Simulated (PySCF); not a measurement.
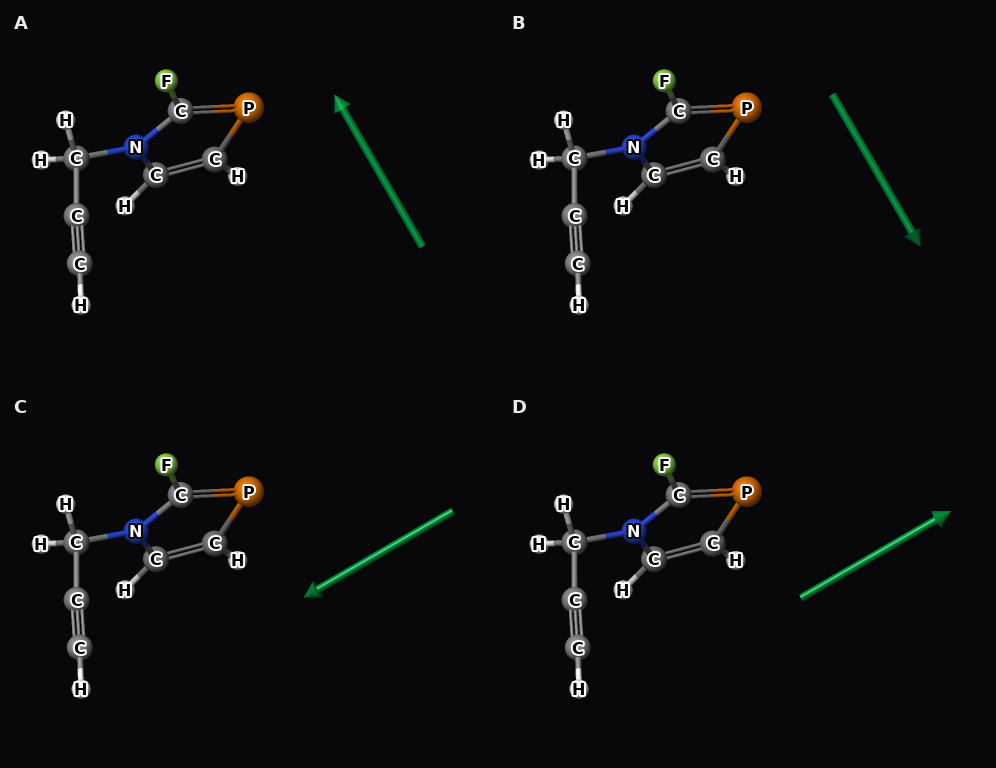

The same molecule four times, each with an arrow. The computed structure is the end point of a GFN2-xTB optimisation. No frequency run is at hand to confirm it as a minimum. Method: CAM-B3LYP/def2-SVPD, gas phase (PySCF 2.14.0).

### Which arrow points along the dipole moment, from the negative to the positive end?

C. The dipole moment is 3.45 D.

The geometry is semi-empirical. Around P such bond lengths and angles can be off by a tenth of an ångström or more and by several degrees, and values that hang on the shape move with them.
